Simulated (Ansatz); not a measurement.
## Geometry relaxation of CH$_{9}$NSn (part 2 of 3)

The same run, continued: CH$_{9}$NSn; RKS PBE0-D4/def2-TZVP (Ansatz 0.2.0). The geometry is a transition state displaced along its imaginary mode. The reaction was set up to form Sn1–H8 and N2–H7 and to break Sn1–N2 and H7–H8 (atoms counted from 1 in the order of the input); sticks are drawn by distance alone.

Geometry of the input (Å):
```
Sn -0.6476  1.1190  0.8192
N  0.1087  -0.7362  0.1470
C  0.1341  -0.9780  -1.2787
H  -2.2606  0.8700  0.3693
H  -0.0392  2.4572  -0.0645
H  -0.5783  1.3338  2.5244
H  1.3548  0.0062  0.7776
H  1.6647  0.5806  1.0561
H  -0.2235  -1.5415  0.6651
H  0.6325  -1.9269  -1.5136
H  -0.8630  -0.9969  -1.7305
H  0.7176  -0.1875  -1.7714
```

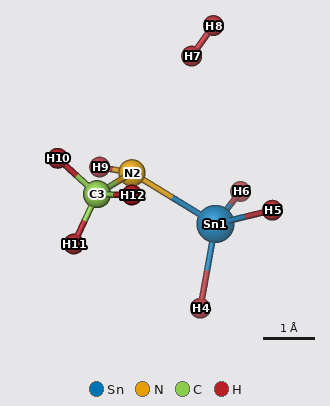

**Figure 1.** The geometry at step 14 of the log (ball-and-stick view, seen at a tilt; atoms are numbered from 1 in the order of the input).

## Trajectory as extended XYZ, continued
```
12
Properties=species:S:1:pos:R:3:forces:R:3 step=5 energy=-8501.69941
Sn   -0.9120    1.0181    0.7326   -0.0252   0.0396   0.0105
N    -0.0490   -0.7227    0.1372   -0.0522  -0.0949  -0.0971
C     0.0614   -0.9742   -1.2910   -0.0518   0.0082   0.0304
H    -2.5869    1.0493    0.3616   -0.0114   0.0093  -0.0035
H    -0.1016    2.2472   -0.1276   -0.0107  -0.0150   0.0022
H    -0.6669    1.1443    2.4146   -0.0218  -0.0152  -0.0122
H     1.9380    0.1828    0.9715   -0.0216  -0.0838  -0.0261
H     2.3949    0.7082    1.2444    0.1738   0.1205   0.0698
H    -0.4301   -1.5281    0.6164   -0.0110   0.0219  -0.0038
H     0.5942   -1.9138   -1.4695    0.0046   0.0128   0.0120
H    -0.8960   -1.0301   -1.8333    0.0331  -0.0107   0.0222
H     0.6540   -0.1812   -1.7568   -0.0057   0.0073  -0.0044
12
Properties=species:S:1:pos:R:3:forces:R:3 step=6 energy=-8501.71933
Sn   -0.9355    1.0212    0.7086    0.0172  -0.0209  -0.0109
N    -0.0705   -0.7135    0.1033   -0.0075  -0.0475   0.0197
C     0.0143   -0.9833   -1.3217   -0.0062   0.0038   0.0149
H    -2.6092    1.0660    0.3330   -0.0105   0.0195  -0.0114
H    -0.1011    2.2398   -0.1421   -0.0228   0.0164   0.0014
H    -0.6995    1.1266    2.3928   -0.0153  -0.0080  -0.0013
H     2.0619    0.1967    1.1279    0.0613   0.0503  -0.0173
H     2.5508    0.7296    1.3330   -0.0013  -0.0411   0.0187
H    -0.4037   -1.5209    0.6149   -0.0046   0.0456  -0.0660
H     0.6025   -1.8917   -1.4970   -0.0301   0.0503  -0.0113
H    -0.9542   -1.1090   -1.8342    0.0712  -0.0028   0.0336
H     0.5443   -0.1616   -1.8184   -0.0516  -0.0656   0.0300
12
Properties=species:S:1:pos:R:3:forces:R:3 step=7 energy=-8501.67713 accepted=F
Sn   -0.9453    0.9998    0.6995   -0.3142   0.2738   0.0642
N    -0.0782   -0.7434    0.1221   -0.0035   0.0787  -0.0450
C     0.0116   -1.0074   -1.2965   -0.0251   0.0126  -0.0209
H    -2.6081    1.1890    0.2592    0.0713  -0.2203   0.0602
H    -0.2054    2.3124   -0.1107    0.2134  -0.1641   0.0679
H    -0.7822    1.0421    2.3983    0.0160   0.0287  -0.0570
H     2.2100    0.2866    1.0280    0.0551   0.0041   0.0638
H     2.7124    0.6923    1.4118   -0.0386  -0.0200  -0.0565
H    -0.4864   -1.5445    0.5787   -0.0458  -0.0383   0.2661
H     0.6204   -1.8831   -1.4976    0.2397  -0.2750   0.0500
H    -0.9397   -1.1661   -1.7978   -0.4196  -0.0566  -0.1769
H     0.4910   -0.1780   -1.7948    0.2512   0.3763  -0.2158
12
Properties=species:S:1:pos:R:3:forces:R:3 step=8 energy=-8501.72702
Sn   -0.9549    1.0210    0.7027    0.0194  -0.0092   0.0077
N    -0.0819   -0.7126    0.1043    0.0049   0.0193   0.0005
C     0.0060   -0.9883   -1.3185   -0.0024   0.0049   0.0025
H    -2.6231    1.0796    0.3038   -0.0103   0.0070  -0.0116
H    -0.1116    2.2505   -0.1230   -0.0105   0.0075  -0.0022
H    -0.7428    1.1089    2.3916   -0.0157  -0.0040  -0.0060
H     2.1274    0.2300    1.0998    0.0373   0.0134   0.0017
H     2.6408    0.7065    1.3700   -0.0071  -0.0190  -0.0022
H    -0.4283   -1.5155    0.6114   -0.0059  -0.0136  -0.0069
H     0.6125   -1.8837   -1.4930   -0.0089   0.0196  -0.0015
H    -0.9587   -1.1369   -1.8278    0.0099  -0.0085   0.0111
H     0.5146   -0.1595   -1.8213   -0.0108  -0.0174   0.0070
12
Properties=species:S:1:pos:R:3:forces:R:3 step=9 energy=-8501.73029
Sn   -0.9751    1.0266    0.6950   -0.0082   0.0204   0.0144
N    -0.0792   -0.6939    0.1004    0.0155  -0.0259   0.0125
C    -0.0071   -0.9888   -1.3187   -0.0033  -0.0065  -0.0024
H    -2.6352    1.0875    0.2606   -0.0037  -0.0068  -0.0094
H    -0.1293    2.2735   -0.1016    0.0020   0.0052   0.0010
H    -0.8012    1.0941    2.3891   -0.0076  -0.0001  -0.0065
H     2.1880    0.2280    1.1004    0.0032  -0.0093  -0.0084
H     2.7182    0.6703    1.3922    0.0111   0.0024   0.0053
H    -0.3956   -1.4988    0.6240   -0.0052   0.0085  -0.0045
H     0.6154   -1.8731   -1.4897    0.0024   0.0035   0.0008
H    -0.9756   -1.1668   -1.8102    0.0008   0.0006   0.0057
H     0.4768   -0.1587   -1.8415   -0.0068   0.0081  -0.0084
12
Properties=species:S:1:pos:R:3:forces:R:3 step=10 energy=-8501.73226
Sn   -1.0073    1.0397    0.6836   -0.0228   0.0193   0.0181
N    -0.0675   -0.6616    0.1013    0.0015  -0.0743   0.0414
C    -0.0220   -0.9846   -1.3123   -0.0079  -0.0027  -0.0382
H    -2.6525    1.0814    0.1842    0.0309  -0.0077   0.0067
H    -0.1544    2.3137   -0.0647   -0.0071  -0.0118   0.0095
H    -0.8921    1.0809    2.3849   -0.0105   0.0072  -0.0263
H     2.2671    0.2057    1.0876    0.1355   0.0950   0.0793
H     2.8247    0.6007    1.4090   -0.1370  -0.1018  -0.0841
H    -0.3447   -1.4673    0.6485    0.0072   0.0701  -0.0303
H     0.6281   -1.8491   -1.4814    0.0048   0.0008  -0.0018
H    -0.9967   -1.2102   -1.7735    0.0278   0.0167   0.0181
H     0.4174   -0.1494   -1.8672   -0.0224  -0.0109   0.0076
12
Properties=species:S:1:pos:R:3:forces:R:3 step=11 energy=-8501.73335
Sn   -1.0132    1.0419    0.6828   -0.0336   0.0201   0.0080
N    -0.0625   -0.6551    0.1049    0.0038  -0.0745   0.0519
C    -0.0220   -0.9812   -1.3083   -0.0056   0.0001  -0.0273
H    -2.6532    1.0713    0.1682    0.0210  -0.0037  -0.0003
H    -0.1621    2.3217   -0.0569   -0.0031  -0.0102   0.0062
H    -0.9222    1.0907    2.3847    0.0036  -0.0029  -0.0173
H     2.2848    0.1938    1.0776    0.0433   0.0313   0.0301
H     2.8436    0.5769    1.4029   -0.0458  -0.0369  -0.0339
H    -0.3365   -1.4606    0.6542    0.0105   0.0700  -0.0299
H     0.6348   -1.8401   -1.4797    0.0085  -0.0019   0.0000
H    -0.9969   -1.2160   -1.7626    0.0081   0.0097   0.0092
H     0.4055   -0.1435   -1.8679   -0.0108  -0.0012   0.0033
12
Properties=species:S:1:pos:R:3:forces:R:3 step=12 energy=-8501.73434
Sn   -1.0369    1.0485    0.6788    0.0112   0.0061  -0.0078
N    -0.0490   -0.6346    0.1177   -0.0157  -0.0423   0.0247
C    -0.0195   -0.9702   -1.2942    0.0072  -0.0075  -0.0208
H    -2.6611    1.0553    0.1175    0.0144  -0.0028   0.0180
H    -0.1823    2.3365   -0.0408   -0.0054   0.0073   0.0006
H    -0.9697    1.0945    2.3809   -0.0192   0.0017  -0.0053
H     2.3069    0.1605    1.0620   -0.0442  -0.0214  -0.0196
H     2.8867    0.5178    1.3723    0.0423   0.0186   0.0163
H    -0.3137   -1.4382    0.6734    0.0110   0.0371  -0.0168
H     0.6563   -1.8140   -1.4693   -0.0020   0.0101  -0.0003
H    -0.9948   -1.2308   -1.7323   -0.0011  -0.0022   0.0015
H     0.3773   -0.1257   -1.8661    0.0015  -0.0046   0.0094
12
Properties=species:S:1:pos:R:3:forces:R:3 step=13 energy=-8501.73407 accepted=F
Sn   -1.0583    1.0655    0.6685   -0.0277  -0.0422   0.0296
N    -0.0243   -0.6031    0.1347   -0.0450   0.0575  -0.0321
C    -0.0104   -0.9576   -1.2742    0.0013   0.0006  -0.0461
H    -2.6687    1.0326    0.0685    0.0255   0.0030  -0.0132
H    -0.2158    2.3806   -0.0162   -0.0048  -0.0142   0.0086
H    -1.0702    1.0971    2.3731    0.0223   0.0154  -0.0095
H     2.3192    0.1143    1.0375    0.1292   0.0594   0.0481
H     2.9553    0.4138    1.3115   -0.1262  -0.0618  -0.0530
H    -0.2759   -1.4011    0.7028    0.0030  -0.0032   0.0095
H     0.6934   -1.7793   -1.4516   -0.0312   0.0361  -0.0045
H    -0.9867   -1.2580   -1.6885    0.0571   0.0055   0.0222
H     0.3425   -0.1051   -1.8660   -0.0035  -0.0563   0.0405
12
Properties=species:S:1:pos:R:3:forces:R:3 step=14 energy=-8501.73494
Sn   -1.0459    1.0535    0.6788   -0.0023   0.0060  -0.0126
N    -0.0430   -0.6242    0.1248   -0.0114  -0.0019   0.0092
C    -0.0126   -0.9658   -1.2863   -0.0024   0.0057  -0.0076
H    -2.6628    1.0457    0.1005   -0.0031  -0.0026   0.0060
H    -0.1999    2.3541   -0.0276    0.0052  -0.0005  -0.0027
H    -1.0084    1.1051    2.3814   -0.0022  -0.0095  -0.0014
H     2.2997    0.1498    1.0487    0.0663   0.0276   0.0267
H     2.9173    0.4673    1.3382   -0.0649  -0.0328  -0.0313
H    -0.3038   -1.4259    0.6838    0.0069   0.0079  -0.0016
H     0.6744   -1.8008   -1.4598   -0.0028   0.0064   0.0019
H    -0.9859   -1.2408   -1.7205    0.0084  -0.0001   0.0062
H     0.3712   -0.1181   -1.8622    0.0024  -0.0063   0.0072
12
Properties=species:S:1:pos:R:3:forces:R:3 step=15 energy=-8501.73532
Sn   -1.0658    1.0647    0.6722    0.0043  -0.0362   0.0167
N    -0.0372   -0.6051    0.1371   -0.0232   0.0310  -0.0273
C    -0.0046   -0.9560   -1.2722    0.0055   0.0024  -0.0013
H    -2.6770    1.0326    0.0788    0.0061   0.0096  -0.0103
H    -0.2176    2.3714   -0.0201   -0.0102  -0.0007   0.0005
H    -1.0586    1.1041    2.3758    0.0068   0.0099   0.0002
H     2.3197    0.1145    1.0230    0.0468   0.0220   0.0200
H     2.9501    0.4134    1.3032   -0.0452  -0.0244  -0.0233
H    -0.2928   -1.4047    0.7008    0.0022  -0.0094   0.0102
H     0.6975   -1.7794   -1.4425   -0.0112   0.0137   0.0000
H    -0.9745   -1.2512   -1.7008    0.0126  -0.0033   0.0043
H     0.3609   -0.1046   -1.8551    0.0056  -0.0146   0.0105
12
Properties=species:S:1:pos:R:3:forces:R:3 step=16 energy=-8501.73565
Sn   -1.0809    1.0669    0.6731    0.0041  -0.0210   0.0034
N    -0.0352   -0.5953    0.1455   -0.0350   0.0402  -0.0280
C     0.0020   -0.9501   -1.2630    0.0056   0.0056  -0.0054
H    -2.6846    1.0335    0.0584    0.0060  -0.0078   0.0027
H    -0.2416    2.3819   -0.0146    0.0052  -0.0018   0.0042
H    -1.0878    1.1106    2.3770    0.0036   0.0035  -0.0090
H     2.3347    0.0897    1.0047    0.0184   0.0122   0.0093
H     2.9726    0.3771    1.2774   -0.0169  -0.0131  -0.0119
H    -0.2857   -1.3953    0.7109    0.0026  -0.0129   0.0122
H     0.7146   -1.7652   -1.4308   -0.0173   0.0197   0.0014
H    -0.9645   -1.2585   -1.6904    0.0201  -0.0012   0.0059
H     0.3567   -0.0956   -1.8484    0.0036  -0.0235   0.0152
12
Properties=species:S:1:pos:R:3:forces:R:3 step=17 energy=-8501.73611
Sn   -1.1008    1.0713    0.6740    0.0163  -0.0141  -0.0076
N    -0.0414   -0.5843    0.1540   -0.0272   0.0231  -0.0205
C     0.0110   -0.9430   -1.2530    0.0020   0.0098   0.0020
H    -2.6982    1.0241    0.0436    0.0079  -0.0006   0.0120
H    -0.2611    2.3909   -0.0050   -0.0016  -0.0016  -0.0050
H    -1.1142    1.1237    2.3776   -0.0072  -0.0084  -0.0106
H     2.3450    0.0701    0.9852    0.0239   0.0123   0.0102
H     3.0003    0.3332    1.2411   -0.0235  -0.0136  -0.0133
H    -0.2874   -1.3852    0.7203    0.0044  -0.0082   0.0076
H     0.7341   -1.7507   -1.4125   -0.0193   0.0203   0.0037
H    -0.9487   -1.2639   -1.6872    0.0246   0.0048   0.0082
H     0.3616   -0.0865   -1.8381   -0.0004  -0.0238   0.0134
12
Properties=species:S:1:pos:R:3:forces:R:3 step=18 energy=-8501.73565 accepted=F
Sn   -1.1516    1.0863    0.6773   -0.0223  -0.0028  -0.0368
N    -0.0606   -0.5540    0.1822    0.0077  -0.0380  -0.0337
C     0.0432   -0.9216   -1.2208   -0.0119  -0.0032   0.0349
H    -2.7374    1.0104    0.0211   -0.0003  -0.0005   0.0074
H    -0.3296    2.4194    0.0017    0.0080  -0.0118   0.0069
H    -1.2064    1.1470    2.3798    0.0129  -0.0120  -0.0118
H     2.3718    0.0150    0.9215    0.2834   0.0687   0.0801
H     3.0801    0.2000    1.1232   -0.2880  -0.0733  -0.0851
H    -0.2986   -1.3578    0.7485    0.0064   0.0197  -0.0062
H     0.7913   -1.7124   -1.3525   -0.0359   0.0320   0.0180
H    -0.8949   -1.2709   -1.6818    0.0505   0.0294   0.0275
H     0.3927   -0.0617   -1.8003   -0.0106  -0.0081  -0.0013
12
Properties=species:S:1:pos:R:3:forces:R:3 step=19 energy=-8501.73697
Sn   -1.1289    1.0780    0.6737    0.0129   0.0074   0.0016
N    -0.0532   -0.5691    0.1700   -0.0112  -0.0224  -0.0324
C     0.0313   -0.9309   -1.2347   -0.0021  -0.0052   0.0180
H    -2.7240    1.0216    0.0407   -0.0012  -0.0049   0.0019
H    -0.2943    2.4004   -0.0057   -0.0018   0.0003  -0.0044
H    -1.1501    1.1305    2.3764   -0.0078  -0.0009   0.0040
H     2.3502    0.0397    0.9486    0.0617   0.0223   0.0215
H     3.0295    0.2707    1.1750   -0.0613  -0.0239  -0.0246
H    -0.2966   -1.3721    0.7350    0.0042   0.0079  -0.0025
H     0.7633   -1.7334   -1.3767   -0.0128   0.0108   0.0059
H    -0.9162   -1.2610   -1.6881    0.0224   0.0108   0.0088
H     0.3892   -0.0746   -1.8142   -0.0031  -0.0023   0.0021
12
Properties=species:S:1:pos:R:3:forces:R:3 step=20 energy=-8501.73727
Sn   -1.1484    1.0871    0.6789   -0.0354  -0.0257  -0.0287
N    -0.0631   -0.5568    0.1865    0.0180  -0.0224  -0.0107
C     0.0496   -0.9176   -1.2163   -0.0092   0.0002   0.0283
H    -2.7377    1.0017    0.0323   -0.0001   0.0136   0.0023
H    -0.3252    2.4120   -0.0102    0.0023  -0.0051   0.0142
H    -1.1997    1.1470    2.3815    0.0182   0.0024  -0.0128
H     2.3586    0.0083    0.9145    0.0932   0.0256   0.0247
H     3.0592    0.2085    1.1057   -0.0933  -0.0279  -0.0284
H    -0.3081   -1.3617    0.7480    0.0025   0.0131  -0.0038
H     0.7881   -1.7166   -1.3446   -0.0131   0.0123   0.0067
H    -0.8875   -1.2524   -1.6875    0.0193   0.0125   0.0099
H     0.4143   -0.0596   -1.7887   -0.0026   0.0015  -0.0015
12
Properties=species:S:1:pos:R:3:forces:R:3 step=21 energy=-8501.73764
Sn   -1.1808    1.0899    0.6744   -0.0080  -0.0025   0.0077
N    -0.0696   -0.5435    0.2038    0.0041  -0.0116  -0.0314
C     0.0685   -0.9055   -1.1966   -0.0123  -0.0137   0.0252
H    -2.7663    0.9983    0.0175    0.0204   0.0025   0.0038
H    -0.3557    2.4212   -0.0002   -0.0062  -0.0068  -0.0065
H    -1.2371    1.1600    2.3770   -0.0010  -0.0078  -0.0134
H     2.3707   -0.0225    0.8807    0.2007   0.0444   0.0430
H     3.0917    0.1444    1.0386   -0.2027  -0.0472  -0.0471
H    -0.3137   -1.3498    0.7633   -0.0013   0.0083  -0.0022
H     0.8170   -1.6976   -1.3122   -0.0217   0.0208   0.0082
H    -0.8582   -1.2501   -1.6817    0.0303   0.0127   0.0135
H     0.4336   -0.0448   -1.7647   -0.0022   0.0010  -0.0008
12
Properties=species:S:1:pos:R:3:forces:R:3 step=22 energy=-8501.73804
Sn   -1.1787    1.0891    0.6767    0.0062  -0.0058  -0.0133
N    -0.0672   -0.5437    0.2069   -0.0042  -0.0138  -0.0319
C     0.0693   -0.9036   -1.1939   -0.0037  -0.0122   0.0196
H    -2.7603    1.0022    0.0133   -0.0034  -0.0063   0.0098
H    -0.3557    2.4149   -0.0105    0.0031   0.0050   0.0133
H    -1.2314    1.1489    2.3788   -0.0065   0.0122  -0.0063
H     2.3619   -0.0178    0.8825    0.1191   0.0221   0.0211
H     3.0830    0.1448    1.0321   -0.1177  -0.0251  -0.0253
H    -0.3142   -1.3501    0.7649    0.0013   0.0016   0.0002
H     0.8154   -1.6973   -1.3108   -0.0131   0.0133   0.0036
H    -0.8581   -1.2449   -1.6791    0.0197   0.0082   0.0087
H     0.4361   -0.0428   -1.7609   -0.0008   0.0010   0.0006
12
Properties=species:S:1:pos:R:3:forces:R:3 step=23 energy=-8501.73828
Sn   -1.1758    1.0841    0.6801    0.0005   0.0010  -0.0090
N    -0.0776   -0.5597    0.2151   -0.0163  -0.0028  -0.0022
C     0.0750   -0.9056   -1.1870    0.0007  -0.0069   0.0044
H    -2.7571    1.0048    0.0145   -0.0026  -0.0016   0.0103
H    -0.3433    2.4052   -0.0045    0.0067  -0.0014   0.0054
H    -1.2310    1.1536    2.3817   -0.0091   0.0037  -0.0034
H     2.3620   -0.0035    0.8592    0.0347   0.0003   0.0127
H     3.0773    0.1679    1.0135   -0.0349  -0.0048  -0.0142
H    -0.3537   -1.3675    0.7579    0.0160   0.0066  -0.0034
H     0.8114   -1.7079   -1.3019   -0.0029   0.0019   0.0008
H    -0.8491   -1.2279   -1.6900    0.0040   0.0013   0.0001
H     0.4619   -0.0436   -1.7384    0.0032   0.0028  -0.0014
```
